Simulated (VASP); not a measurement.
Band structure of SnS (space group Cmcm). All values below come from PBEsol GGA, VASP's PBE PAW potentials (set 64) (plane waves; VASP).

Unless said otherwise, spin-orbit coupling is left out, though it shifts the bands of the heavy elements here.

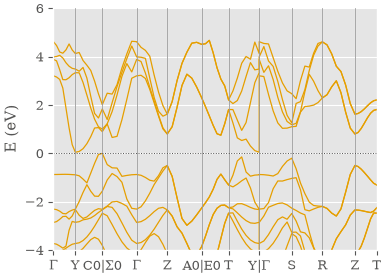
Fig. 1. Bands along high-symmetry lines, zero at the valence-band maximum or, without a gap, the Fermi level

Q: Read the plot: is there a gap, and where are the band edges?

A: The gap is indirect, 0.05 eV, from the valence maximum at C0 to the conduction minimum at Y. (Edges off the drawn lines would not show.)

The structure comes from a computed database's SnS entry (Cmcm); how it stands against other phases isn't given here. It was relaxed first, which changed the volume by -7 %.
